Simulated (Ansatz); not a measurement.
## Run report: CH5AlO, phonon calculation

The run: phonon calculation of CH5AlO. Method and program: RKS B3LYP-D4/cc-pVDZ (Ansatz 0.2.0).

It belongs to a series of runs on one base structure; here: vibrations at the highest image of the band.

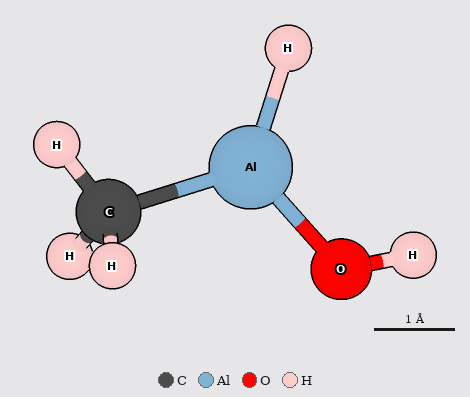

The structure as given in the input (ball-and-stick view, seen at a tilt). Sticks mark near contacts.

Input:
```yaml
crystal:
  periodic: [false, false, false]
  atoms:
    - { symbol: C, position_ang: [-0.768105, 1.00054, -0.082556] }
    - { symbol: Al, position_ang: [0.670536, -0.323491, -0.166998] }
    - { symbol: O, position_ang: [0.350763, -1.827671, 0.640254] }
    - { symbol: H, position_ang: [-0.476676, 1.978769, -0.497723] }
    - { symbol: H, position_ang: [-1.100312, 1.152091, 0.959424] }
    - { symbol: H, position_ang: [-1.648316, 0.643417, -0.6463] }
    - { symbol: H, position_ang: [2.068316, -0.136148, -0.908027] }
    - { symbol: H, position_ang: [0.995994, -2.544708, 0.646126] }
basis:
  gaussian: { orbitals: cc-pVDZ }
hamiltonian:
  xc: b3lyp
  dispersion: d4
phonons: {}
```

Machine: 1 thread of Arm Neoverse V2, 24 GiB of memory available, shared host.

Run as:
```bash
ansatz run input.yaml --threads 1 --pin off --max-ram 2048MiB --backend cpu --events-out ev --progress --plain --runs-dir out
```

What the program printed:
```
Engine: ansatz 0.2.0, aarch64-unknown-linux-gnu
Functional definition: B3LYP
  parameter a0 = 0.2
  parameter ax = 0.72
  parameter ac = 0.81
  exchange = (1 - a0 - ax)*slater_x + ax*b88_x + a0*exact_x
  correlation = (1 - ac)*vwn_rpa_c + ac*lyp_c
754 factors; integrals over basis functions are off by at most 4.0e-4 eV
mean field evaluation 1: about -9754.2107 eV, gradient 7.1e1 eV
mean field evaluation 2: about -9726.4525 eV, gradient 1.3e2 eV
mean field evaluation 4: about -9764.3709 eV, gradient 7.7e0 eV
mean field evaluation 8: about -9764.5172 eV, gradient 2.5e-2 eV
mean field -9764.51724115 eV, -358.8393899847 hartree, gradient 3.3e-5 eV, S^2 0.000000; 0 other end points of the search recorded, 0 dependent functions left out
the calculation of the forces begins
reference -9764.51747988 eV, -358.8393987578 hartree; 16, 16 occupied and 55, 55 virtual orbitals, 754 factors
these checks for a lower state are left out or cut short: stability, starts, cluster_reference, orbital_swaps, neighbouring_geometries, increment
754 factors; integrals over basis functions are off by at most 4.0e-4 eV
mean field evaluation 16: about -9764.5171 eV, gradient 9.6e-2 eV
mean field -9764.51712472 eV, -358.8393857059 hartree, gradient 1.2e-6 eV, S^2 0.000000; 0 other end points of the search recorded, 0 dependent functions left out
[... from here on the field's lines of each further geometry are left out, up to the last ...]
the calculation of the forces begins
reference -9764.51747812 eV, -358.8393986933 hartree; 16, 16 occupied and 55, 55 virtual orbitals, 754 factors
these checks for a lower state are left out or cut short: stability, starts, cluster_reference, orbital_swaps, neighbouring_geometries, increment
754 factors; integrals over basis functions are off by at most 3.9e-4 eV
mean field -9764.51723763 eV, -358.8393898555 hartree, gradient 6.8e-7 eV, S^2 0.000000; 0 other end points of the search recorded, 0 dependent functions left out
the calculation of the forces begins
reference -9764.51747636 eV, -358.8393986285 hartree; 16, 16 occupied and 55, 55 virtual orbitals, 754 factors
WARN: phonons: modes at or below zero, which the zero-point energy, F, S and C_V leave out: 1, the lowest at -63.41 cm⁻¹. A minimum has none, and a first-order saddle one
Total energy: -9764.68064341 eV, -358.8453949070 hartree
Atom 0 at    -0.768105     1.000540    -0.082556 Å, force     0.012314    -0.010578     0.015026 eV/Å
Atom 1 at     0.670536    -0.323491    -0.166998 Å, force    -0.011584    -0.013115     0.005959 eV/Å
Atom 2 at     0.350763    -1.827671     0.640254 Å, force     0.001854     0.015583    -0.003784 eV/Å
Atom 3 at    -0.476676     1.978769    -0.497723 Å, force     0.001286     0.013976    -0.004943 eV/Å
Atom 4 at    -1.100312     1.152091     0.959424 Å, force     0.001710    -0.001782    -0.002921 eV/Å
Atom 5 at    -1.648316     0.643417    -0.646300 Å, force    -0.010686    -0.001633    -0.008833 eV/Å
Atom 6 at     2.068316    -0.136148    -0.908027 Å, force     0.002057     0.001804    -0.000596 eV/Å
Atom 7 at     0.995994    -2.544708     0.646126 Å, force     0.003049    -0.004255     0.000091 eV/Å
Dipole moment:     0.123986     0.002897    -0.061333 e Å
Vibrations: -63.41 201.45 358.96 457.44 567.53 612.27 681.54 701.13 730.67 853.98 1214.30 1422.91 1425.31 1879.17 3020.93 3092.88 3113.62 3861.37 cm⁻¹, zero-point energy 1.499927 eV
```

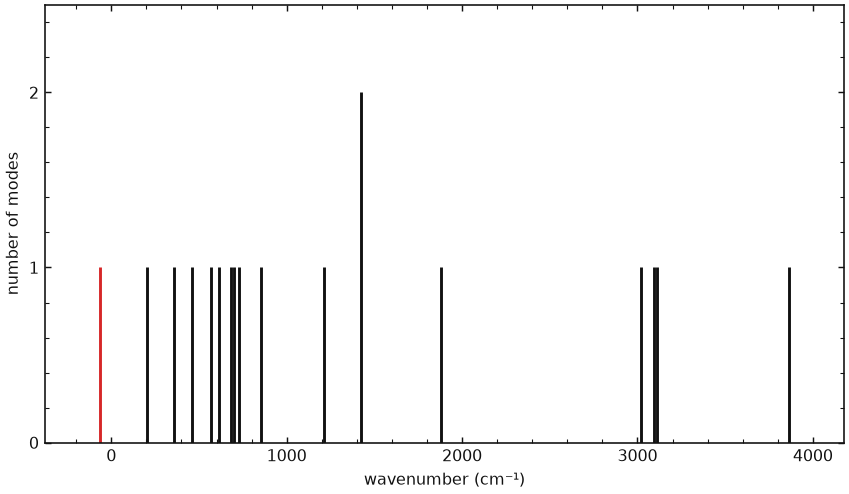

Harmonic vibrational wavenumbers from the force constants; neighbouring modes closer than 18 cm⁻¹ are counted in one stick, and imaginary ones are drawn at negative wavenumbers. 18 modes from 63i to 3861 cm⁻¹, 1 imaginary beyond 8i (63i cm⁻¹): not a clean minimum; so soft a mode can be a shallow saddle, an incomplete relaxation or noise of the force constants.

Summary:

```json
{"quantity": "outcome", "value": "converged"}
{"quantity": "total energy", "value": "−9764.6806 eV"}
{"quantity": "mean-field energy", "value": "−9764.5175 eV"}
{"quantity": "largest force (length of the vector)", "value": "0.022 eV/Å"}
{"quantity": "wall time", "value": "59 s"}
{"quantity": "peak memory", "value": "0.12 GiB"}
```
